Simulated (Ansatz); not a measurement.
# InH₄− (singlet): the correlation ladder, def2-SVPD

Aim: climb from Hartree-Fock through coupled cluster and multireference methods for InH₄− (singlet) at one geometry and basis, and see what each rung misses.

Computed with Ansatz 0.2.0, Gaussian basis. Level: def2-SVPD, core rule «outside noble gas», up to 9 orbitals frozen.

The runs, in order: UHF; CCSD(T) on RHF; BCCD(T) on RHF; CISD; CCSDT(Q) on RHF; CASSCF and MRCISD+Q, 8 electrons in 8 orbitals; CASSCF and NEVPT4(SD), 8 electrons in 8 orbitals; CASSCF and NEVPT2, 8 electrons in 8 orbitals.

23 further runs of the same task are left out: 2 for a known fault of the program, 1 that didn't finish, 20 set aside as unsound or not needed. Runs told in other sessions of the task aren't counted.

## (1) The geometry

The geometry is a PBE0/def2-TZVPD stationary point (not a proven minimum) of the parent state, kept for this charge and spin. No spin-orbit coupling is included. Elements past krypton take def2 core potentials.

5 atoms, charge -1, spin multiplicity 1.

Atoms are counted from 1 here; the program's logs count them from 0.

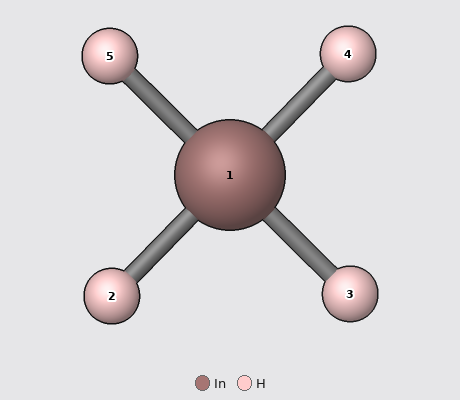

The geometry (indium brown, hydrogen pink); atoms are numbered from 1 in the order of the file.

In the tables R marks a restricted determinant and U an unrestricted one; 'valence' is the active space of 8 electrons in 8 orbitals; energies count from the table's Hartree-Fock row.

## (2) UHF

in.yaml reads:

```yaml
crystal:
  periodic: [false, false, false]
  atoms:
    - {symbol: In, position_ang: [0.000000, 0.000000, 0.000000]}
    - {symbol: H, position_ang: [1.263100, 0.000000, 1.263100]}
    - {symbol: H, position_ang: [-1.263100, 0.000000, 1.263100]}
    - {symbol: H, position_ang: [-1.263100, 0.000000, -1.263100]}
    - {symbol: H, position_ang: [1.263100, 0.000000, -1.263100]}
basis:
  gaussian: {orbitals: def2-SVPD}
total_charge: -1
magnetization: {spin_polarized: true, initial_magnetization: 0}
hamiltonian: {xc: hf}
output: {orbitals: {seedname: orbitals}}
```

The run is started by

```
$ ansatz run in.yaml --threads 1 --pin off --events-out ev --progress --plain --max-ram 2393MiB
```

Log:

```text
Functional definition: HF
  name "HF"
  cite "Fock, Z. Phys. 61, 126 (1930) doi:10.1007/BF01340294"
  parent pbe
  exchange = exact_x
  correlation = 0
742 factors; integrals over basis functions are off by at most 2.5e-4 eV
mean field evaluation 1: about -5207.7677 eV, gradient 9.1e0 eV
mean field evaluation 2: about -5207.7795 eV, gradient 9.1e0 eV
mean field evaluation 4: about -5208.3649 eV, gradient 6.4e-1 eV
mean field evaluation 8: about -5208.3694 eV, gradient 2.0e-4 eV
mean field evaluation 16: about -5208.3201 eV, gradient 6.5e-1 eV
mean field evaluation 32: about -5208.3676 eV, gradient 2.1e-1 eV
mean field -5208.36942151 eV, -191.4040458809 hartree, gradient 1.1e-5 eV, S^2 0.000000; 0 other end points of the search recorded, 0 dependent functions left out
reference -5208.36942151 eV, -191.4040458809 hartree; 13, 13 occupied and 51, 51 virtual orbitals, 742 factors
Total energy: -5208.36942151 eV, -191.4040458809 hartree
```

Run time: 0.96 s. Hardware: 1 thread of Arm Neoverse V2, shared host.

From the report: ⟨S²⟩ of the determinant 0.000 (pure singlet: 0.00).

The unrestricted search falls back on the restricted solution.

## (3) CCSD(T) on RHF

in.yaml: that of step 2 with these lines changed.

```diff
@@ -11,4 +11,4 @@
 total_charge: -1
-magnetization: {spin_polarized: true, initial_magnetization: 0}
-hamiltonian: {xc: hf}
-output: {orbitals: {seedname: orbitals}}
+magnetization: {spin_polarized: false}
+correlation: {method: ccsd_t, electrons: outside_noble_gas}
+output: {forces: true}
```

Same command.

Log:

```text
Functional definition: HF
  name "HF"
  cite "Fock, Z. Phys. 61, 126 (1930) doi:10.1007/BF01340294"
  parent pbe
  exchange = exact_x
  correlation = 0
742 factors; integrals over basis functions are off by at most 2.5e-4 eV
mean field evaluation 1: about -5207.7759 eV, gradient 1.3e1 eV
mean field evaluation 2: about -5207.7812 eV, gradient 1.3e1 eV
mean field evaluation 4: about -5208.3648 eV, gradient 9.0e-1 eV
mean field evaluation 8: about -5208.3694 eV, gradient 1.8e-4 eV
mean field evaluation 16: about -5208.3694 eV, gradient 7.8e-7 eV
mean field -5208.36942151 eV, -191.4040458809 hartree, gradient 7.8e-7 eV, S^2 0.000000; 0 other end points of the search recorded, 0 dependent functions left out
9 core orbitals not correlated: weight in the atoms' cores, before any rotation towards them, 0.994 or more for the frozen orbitals, at most 0.005 for the correlated occupied ones
reference -5208.36942151 eV, -191.4040458809 hartree; 4, 4 occupied and 51, 51 virtual orbitals, 742 factors
second order -2.89809365 eV of doubles, -0.00000000 eV of singles
cycle   1  -3.51367274 eV  change   -6.2e-1 eV  update   6.3e-2
cycle   2  -3.75359390 eV  change   -2.4e-1 eV  update   2.3e-2
cycle   3  -3.75829511 eV  change   -4.7e-3 eV  update   5.7e-3
cycle   4  -3.75790146 eV  change    3.9e-4 eV  update   2.0e-3
cycle   5  -3.75781204 eV  change    8.9e-5 eV  update   6.5e-4
cycle   6  -3.75775834 eV  change    5.4e-5 eV  update   2.2e-4
cycle   7  -3.75782195 eV  change   -6.4e-5 eV  update   8.7e-5
cycle   8  -3.75784852 eV  change   -2.7e-5 eV  update   2.4e-5
cycle   9  -3.75783811 eV  change    1.0e-5 eV  update   6.6e-6
cycle  10  -3.75783726 eV  change    8.5e-7 eV  update   2.4e-6
cycle  11  -3.75783727 eV  change   -5.4e-9 eV  update   8.3e-7
perturbative correction -0.06150272 eV, -0.0022601833 hartree
the calculation of the forces begins
Total energy: -5212.18876150 eV, -191.5444040366 hartree
Atom 0 at     0.000000     0.000000     0.000000 Å, force    -0.000000     0.000000    -0.000000 eV/Å
Atom 1 at     1.263100     0.000000     1.263100 Å, force     0.896413    -0.000000     0.896413 eV/Å
Atom 2 at    -1.263100     0.000000     1.263100 Å, force    -0.896413     0.000000     0.896413 eV/Å
Atom 3 at    -1.263100     0.000000    -1.263100 Å, force    -0.896413     0.000000    -0.896413 eV/Å
Atom 4 at     1.263100     0.000000    -1.263100 Å, force     0.896413    -0.000000    -0.896413 eV/Å
Dipole moment:    -0.000000     0.000000     0.000000 e Å
```

Wall time 2.7 s (1 thread of Arm Neoverse V2, shared host).

From the report: correlation -3.8193 eV; T1 0.010; largest double amplitude 0.05.

## (4) BCCD(T) on RHF

in.yaml: that of step 3 with these lines changed.

```diff
@@ -12,3 +12,2 @@
 magnetization: {spin_polarized: false}
-correlation: {method: ccsd_t, electrons: outside_noble_gas}
-output: {forces: true}
+correlation: {method: bccd_t, electrons: outside_noble_gas}
```

Launched as before.

Log:

```text
Functional definition: HF
  name "HF"
  cite "Fock, Z. Phys. 61, 126 (1930) doi:10.1007/BF01340294"
  parent pbe
  exchange = exact_x
  correlation = 0
742 factors; integrals over basis functions are off by at most 2.5e-4 eV
mean field evaluation 1: about -5207.7759 eV, gradient 1.3e1 eV
mean field evaluation 2: about -5207.7812 eV, gradient 1.3e1 eV
mean field evaluation 4: about -5208.3648 eV, gradient 9.0e-1 eV
mean field evaluation 8: about -5208.3694 eV, gradient 1.8e-4 eV
mean field evaluation 16: about -5208.3694 eV, gradient 7.8e-7 eV
mean field -5208.36942151 eV, -191.4040458809 hartree, gradient 7.8e-7 eV, S^2 0.000000; 0 other end points of the search recorded, 0 dependent functions left out
9 core orbitals not correlated: weight in the atoms' cores, before any rotation towards them, 0.994 or more for the frozen orbitals, at most 0.005 for the correlated occupied ones
reference -5208.36942151 eV, -191.4040458809 hartree; 4, 4 occupied and 51, 51 virtual orbitals, 742 factors
second order -2.89809365 eV of doubles, -0.00000000 eV of singles
cycle   1  -3.51839624 eV  change   -6.2e-1 eV  update   6.3e-2
cycle   2  -3.75518594 eV  change   -2.4e-1 eV  update   2.3e-2
cycle   3  -3.75725597 eV  change   -2.1e-3 eV  update   5.6e-3
cycle   4  -3.75603512 eV  change    1.2e-3 eV  update   2.0e-3
cycle   5  -3.75581447 eV  change    2.2e-4 eV  update   6.4e-4
cycle   6  -3.75575219 eV  change    6.2e-5 eV  update   2.1e-4
cycle   7  -3.75583221 eV  change   -8.0e-5 eV  update   8.1e-5
cycle   8  -3.75586417 eV  change   -3.2e-5 eV  update   2.3e-5
cycle   9  -3.75585436 eV  change    9.8e-6 eV  update   6.8e-6
cycle  10  -3.75585331 eV  change    1.0e-6 eV  update   2.3e-6
perturbative correction -0.06373481 eV, -0.0023422112 hartree
Total energy: -5212.18900963 eV, -191.5444131553 hartree
```

Run time: 1.2 s. Hardware: 1 thread of Arm Neoverse V2, shared host.

From the report: correlation -3.8196 eV; largest double amplitude 0.05.

## (5) CISD

in.yaml: that of step 4 with these lines changed.

```diff
@@ -11,3 +11,2 @@
 total_charge: -1
-magnetization: {spin_polarized: false}
-correlation: {method: bccd_t, electrons: outside_noble_gas}
+correlation: {active_space: {ras: {orbitals: [4, 0, 51], electrons: 8, max_holes: 2, max_particles: 2}, fixed_orbitals: true}}
```

Launched as before.

Log:

```text
Functional definition: HF
  name "HF"
  cite "Fock, Z. Phys. 61, 126 (1930) doi:10.1007/BF01340294"
  parent pbe
  exchange = exact_x
  correlation = 0
742 factors; integrals over basis functions are off by at most 2.5e-4 eV
mean field evaluation 1: about -5207.7759 eV, gradient 1.3e1 eV
mean field evaluation 2: about -5207.7812 eV, gradient 1.3e1 eV
mean field evaluation 4: about -5208.3648 eV, gradient 9.0e-1 eV
mean field evaluation 8: about -5208.3694 eV, gradient 1.8e-4 eV
mean field -5208.36942151 eV, -191.4040458809 hartree, gradient 7.8e-7 eV, S^2 0.000000; 0 other end points of the search recorded, 0 dependent functions left out
reference -5208.36942151 eV, -191.4040458809 hartree; 13, 13 occupied and 51, 51 virtual orbitals, 742 factors
state -5211.89863493 eV, -191.5337420820 hartree
Total energy: -5211.89863493 eV, -191.5337420820 hartree
```

It took 2 s on 1 thread of Arm Neoverse V2, shared host.

From the report: 8,621 determinants.

## (6) CCSDT(Q) on RHF

in.yaml: that of step 5 with these lines changed.

```diff
@@ -11,2 +11,3 @@
 total_charge: -1
-correlation: {active_space: {ras: {orbitals: [4, 0, 51], electrons: 8, max_holes: 2, max_particles: 2}, fixed_orbitals: true}}
+magnetization: {spin_polarized: false}
+correlation: {method: ccsdt_q, electrons: outside_noble_gas}
```

Same command.

Log:

```text
Functional definition: HF
  name "HF"
  cite "Fock, Z. Phys. 61, 126 (1930) doi:10.1007/BF01340294"
  parent pbe
  exchange = exact_x
  correlation = 0
1298 factors; integrals over basis functions are off by at most 2.0e-7 eV
mean field evaluation 1: about -5207.7759 eV, gradient 1.3e1 eV
mean field evaluation 2: about -5207.7812 eV, gradient 1.3e1 eV
mean field evaluation 4: about -5208.3649 eV, gradient 9.0e-1 eV
mean field evaluation 8: about -5208.3695 eV, gradient 1.8e-4 eV
mean field evaluation 16: about -5208.3695 eV, gradient 7.6e-7 eV
mean field -5208.36949612 eV, -191.4040486229 hartree, gradient 7.6e-7 eV, S^2 0.000000; 0 other end points of the search recorded, 0 dependent functions left out
9 core orbitals not correlated: weight in the atoms' cores, before any rotation towards them, 0.994 or more for the frozen orbitals, at most 0.005 for the correlated occupied ones
reference -5208.36949612 eV, -191.4040486229 hartree; 4, 4 occupied and 51, 51 virtual orbitals, 1298 factors
second order -2.89810988 eV of doubles, -0.00000000 eV of singles
cycle   1  -3.51368271 eV  change   -6.2e-1 eV  update   6.7e-2
cycle   2  -3.81675243 eV  change   -3.0e-1 eV  update   2.8e-2
cycle   3  -3.83278473 eV  change   -1.6e-2 eV  update   8.5e-3
cycle   4  -3.83835664 eV  change   -5.6e-3 eV  update   4.5e-3
cycle   5  -3.83821027 eV  change    1.5e-4 eV  update   1.6e-3
cycle   6  -3.83748301 eV  change    7.3e-4 eV  update   9.6e-4
cycle   7  -3.83784014 eV  change   -3.6e-4 eV  update   4.7e-4
cycle   8  -3.83811806 eV  change   -2.8e-4 eV  update   1.9e-4
cycle   9  -3.83807495 eV  change    4.3e-5 eV  update   9.1e-5
cycle  10  -3.83803385 eV  change    4.1e-5 eV  update   3.4e-5
cycle  11  -3.83804179 eV  change   -7.9e-6 eV  update   1.3e-5
cycle  12  -3.83804460 eV  change   -2.8e-6 eV  update   5.0e-6
cycle  13  -3.83804873 eV  change   -4.1e-6 eV  update   1.9e-6
cycle  14  -3.83804813 eV  change    6.1e-7 eV  update   8.2e-7
cycle  15  -3.83804718 eV  change    9.4e-7 eV  update   3.3e-7
cycle  16  -3.83804707 eV  change    1.1e-7 eV  update   1.2e-7
perturbative correction -0.00147169 eV, -0.0000540836 hartree
Total energy: -5212.20901489 eV, -191.5451483350 hartree
```

Run time: 13 s. Hardware: 1 thread of Arm Neoverse V2, shared host; peak memory 0.33 GiB.

From the report: correlation -3.8395 eV; T1 0.010; largest double amplitude 0.05.

## (7) CASSCF and MRCISD+Q, 8 electrons in 8 orbitals

in.yaml: that of step 6 with these lines changed.

```diff
@@ -11,3 +11,2 @@
 total_charge: -1
-magnetization: {spin_polarized: false}
-correlation: {method: ccsdt_q, electrons: outside_noble_gas}
+correlation: {method: fic_mrcisd_q, electrons: outside_noble_gas, active_space: {window: {electrons: 8, orbitals: 8}, shells: [{species: H, l: s, shell: 1}, {species: In, l: s, shell: 5}, {species: In, l: p, shell: 5}]}}
```

Same command.

Log:

```text
Functional definition: HF
  name "HF"
  cite "Fock, Z. Phys. 61, 126 (1930) doi:10.1007/BF01340294"
  parent pbe
  exchange = exact_x
  correlation = 0
1298 factors; integrals over basis functions are off by at most 2.0e-7 eV
mean field evaluation 1: about -5207.7759 eV, gradient 1.3e1 eV
mean field evaluation 2: about -5207.7812 eV, gradient 1.3e1 eV
mean field evaluation 4: about -5208.3649 eV, gradient 9.0e-1 eV
mean field evaluation 8: about -5208.3695 eV, gradient 1.8e-4 eV
mean field -5208.36949612 eV, -191.4040486229 hartree, gradient 7.6e-7 eV, S^2 0.000000; 0 other end points of the search recorded, 0 dependent functions left out
reference -5208.36949612 eV, -191.4040486229 hartree; 13, 13 occupied and 51, 51 virtual orbitals, 1298 factors
state -5209.54456191 eV, -191.4472314942 hartree
contracted CI cycle   1: correlation 0.00000000 eV, 0.0000000000 hartree, residual 1.20e1 eV
contracted CI cycle   2: correlation -2.40621704 eV, -0.0884268451 hartree, residual 2.76e0 eV
contracted CI cycle   3: correlation -2.54459847 eV, -0.0935122690 hartree, residual 7.15e-1 eV
contracted CI cycle   4: correlation -2.55407252 eV, -0.0938604339 hartree, residual 1.89e-1 eV
contracted CI cycle   5: correlation -2.55476234 eV, -0.0938857843 hartree, residual 5.24e-2 eV
contracted CI cycle   6: correlation -2.55481883 eV, -0.0938878604 hartree, residual 1.67e-2 eV
contracted CI cycle   7: correlation -2.55482451 eV, -0.0938880692 hartree, residual 5.21e-3 eV
contracted CI cycle   8: correlation -2.55482514 eV, -0.0938880920 hartree, residual 1.68e-3 eV
contracted CI cycle   9: correlation -2.55482520 eV, -0.0938880945 hartree, residual 5.66e-4 eV
state -5209.54456191 eV, -191.4472314942 hartree; corrected -5212.25719809 eV, -191.5469190352 hartree
Total energy: -5212.25719809 eV, -191.5469190352 hartree
Checks for a lower state left out: starts, orbital_swaps
```

It took 5.5 s on 1 thread of Arm Neoverse V2, shared host; peak memory 0.28 GiB.

From the report: 642 determinants; active occupations 1.99, 1.98, 1.98, 1.96, 0.04, 0.02, 0.02, 0.01.

## (8) CASSCF and NEVPT4(SD), 8 electrons in 8 orbitals

in.yaml: that of step 7 with these lines changed.

```diff
@@ -11,2 +11,2 @@
 total_charge: -1
-correlation: {method: fic_mrcisd_q, electrons: outside_noble_gas, active_space: {window: {electrons: 8, orbitals: 8}, shells: [{species: H, l: s, shell: 1}, {species: In, l: s, shell: 5}, {species: In, l: p, shell: 5}]}}
+correlation: {method: fic_nevpt4_sd, electrons: outside_noble_gas, active_space: {window: {electrons: 8, orbitals: 8}, shells: [{species: H, l: s, shell: 1}, {species: In, l: s, shell: 5}, {species: In, l: p, shell: 5}]}}
```

Launched as before.

Log:

```text
Functional definition: HF
  name "HF"
  cite "Fock, Z. Phys. 61, 126 (1930) doi:10.1007/BF01340294"
  parent pbe
  exchange = exact_x
  correlation = 0
1298 factors; integrals over basis functions are off by at most 2.0e-7 eV
mean field evaluation 1: about -5207.7759 eV, gradient 1.3e1 eV
mean field evaluation 2: about -5207.7812 eV, gradient 1.3e1 eV
mean field evaluation 4: about -5208.3649 eV, gradient 9.0e-1 eV
mean field evaluation 8: about -5208.3695 eV, gradient 1.8e-4 eV
mean field -5208.36949612 eV, -191.4040486229 hartree, gradient 7.6e-7 eV, S^2 0.000000; 0 other end points of the search recorded, 0 dependent functions left out
reference -5208.36949612 eV, -191.4040486229 hartree; 13, 13 occupied and 51, 51 virtual orbitals, 1298 factors
state -5209.54456191 eV, -191.4472314942 hartree
state -5209.54456191 eV, -191.4472314942 hartree; corrected -5212.12801671 eV, -191.5421717070 hartree
Total energy: -5212.12801671 eV, -191.5421717070 hartree
Checks for a lower state left out: starts, orbital_swaps
```

Wall time 4.7 s (1 thread of Arm Neoverse V2, shared host); peak memory 0.28 GiB.

From the report: 642 determinants; active occupations 1.99, 1.98, 1.98, 1.96, 0.04, 0.02, 0.02, 0.01.

## (9) CASSCF and NEVPT2, 8 electrons in 8 orbitals

in.yaml: that of step 8 with these lines changed.

```diff
@@ -11,2 +11,2 @@
 total_charge: -1
-correlation: {method: fic_nevpt4_sd, electrons: outside_noble_gas, active_space: {window: {electrons: 8, orbitals: 8}, shells: [{species: H, l: s, shell: 1}, {species: In, l: s, shell: 5}, {species: In, l: p, shell: 5}]}}
+correlation: {method: sc_nevpt2, electrons: outside_noble_gas, active_space: {window: {electrons: 8, orbitals: 8}, shells: [{species: H, l: s, shell: 1}, {species: In, l: s, shell: 5}, {species: In, l: p, shell: 5}]}}
```

The command is unchanged.

Log:

```text
Functional definition: HF
  name "HF"
  cite "Fock, Z. Phys. 61, 126 (1930) doi:10.1007/BF01340294"
  parent pbe
  exchange = exact_x
  correlation = 0
1298 factors; integrals over basis functions are off by at most 2.0e-7 eV
mean field evaluation 1: about -5207.7759 eV, gradient 1.3e1 eV
mean field evaluation 2: about -5207.7812 eV, gradient 1.3e1 eV
mean field evaluation 4: about -5208.3649 eV, gradient 9.0e-1 eV
mean field evaluation 8: about -5208.3695 eV, gradient 1.8e-4 eV
mean field -5208.36949612 eV, -191.4040486229 hartree, gradient 7.6e-7 eV, S^2 0.000000; 0 other end points of the search recorded, 0 dependent functions left out
reference -5208.36949612 eV, -191.4040486229 hartree; 13, 13 occupied and 51, 51 virtual orbitals, 1298 factors
state -5209.54456191 eV, -191.4472314942 hartree
state -5209.54456191 eV, -191.4472314942 hartree; corrected -5211.44548266 eV, -191.5170890431 hartree
Total energy: -5211.44548266 eV, -191.5170890431 hartree
Checks for a lower state left out: starts, orbital_swaps
```

Run time: 3.9 s. Hardware: 1 thread of Arm Neoverse V2, shared host.

From the report: 642 determinants; active occupations 1.99, 1.98, 1.98, 1.96, 0.04, 0.02, 0.02, 0.01.

## (10) How many determinants matter

Natural occupations of the CASSCF valence state about the gap (report; correlated orbitals 1 to 8): 1.987, 1.982, 1.982, 1.964, 0.040, 0.019, 0.019, 0.006. The count of effectively unpaired electrons, Σ n²(2 − n)², is 0.02; a single determinant of this spin has 0.

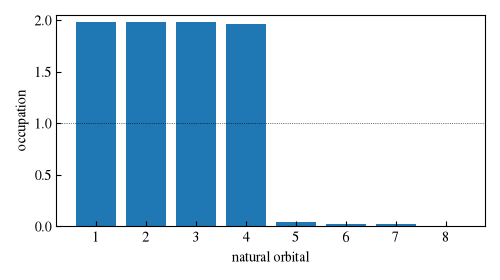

Natural occupations of the CASSCF valence state.

## (11) All levels against the top one

The yardstick is RCCSDT(Q), where the cluster series has nearly closed. Rows without a time are mean-field rows or come out of runs for another level: lower rungs of the coupled-cluster runs, CASSCF and MRCISD of the multireference runs, or the Hartree-Fock search. The times of RCCSD(T) include forces.

Differences are taken before rounding.

```
            method  energy from the lowest RHF (kJ/mol)  from RCCSDT(Q) (kJ/mol)   time
               RHF                                  0.0                   +370.5       
              RMP2                               -279.6                    +90.8       
             RCCSD                               -362.6                     +7.9       
          RCCSD(T)                               -368.5                     +2.0  2.7 s
           BCCD(T)                               -368.5                     +1.9  1.2 s
            RCCSDT                               -370.3                     +0.1       
         RCCSDT(Q)                               -370.5                        0   13 s
    CASSCF valence                               -113.4                   +257.1       
    NEVPT2 valence                               -296.8                    +73.7  3.9 s
NEVPT4(SD) valence                               -362.6                     +7.8  4.7 s
    MRCISD valence                               -359.9                    +10.6       
  MRCISD+Q valence                               -375.1                     -4.6  5.5 s
```

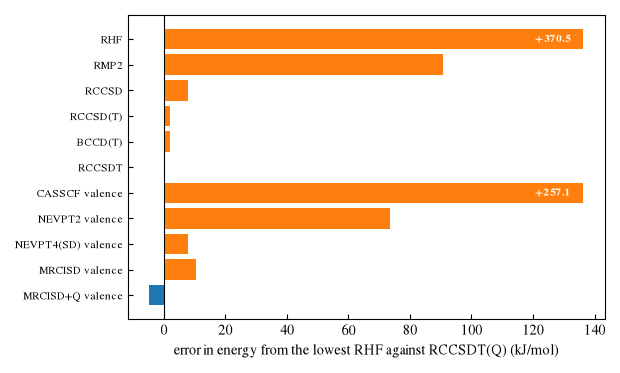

How far each level lands from RCCSDT(Q). Bars with a number in them are cut short.

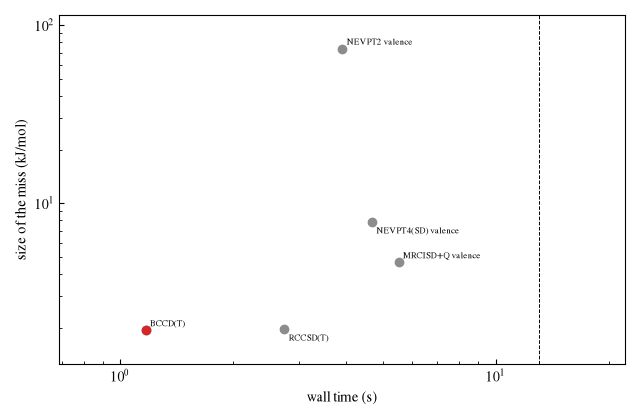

Accuracy for the time spent; red marks the levels that beat every quicker one drawn (of those quicker than the yardstick), and the dashed line is the time of RCCSDT(Q). Times are from a shared host.

Not comparable, so not listed: CISD (they don't share determinant, frozen orbitals or solution with the rows shown, or repeat one).

## (12) Summary of results

```
                         quantity                      value
    RCCSDT(Q) from the RHF energy                 -3.8396 eV
              RMP2 from RCCSDT(Q)               +90.8 kJ/mol
             RCCSD from RCCSDT(Q)                +7.9 kJ/mol
          RCCSD(T) from RCCSDT(Q)                +2.0 kJ/mol
    NEVPT2 valence from RCCSDT(Q)               +73.7 kJ/mol
NEVPT4(SD) valence from RCCSDT(Q)                +7.8 kJ/mol
  MRCISD+Q valence from RCCSDT(Q)                -4.6 kJ/mol
levels within 1 kcal/mol (43 meV)  RCCSD(T), BCCD(T), RCCSDT
                    T1 diagnostic                      0.010
   effectively unpaired electrons                       0.02
```

RCCSD(T) lands +2.0 kJ/mol from the yardstick (0.5 % of the correlation energy). One determinant dominates. Of the multireference levels listed MRCISD+Q valence comes nearest in total energy (-4.6 kJ/mol), which doesn't show that its space is the better one. These misses are within one basis, not against nature.

For cost: BCCD(T) gets within 1.9 kJ/mol in 1.2 s, where RCCSDT(Q) took 13 s.
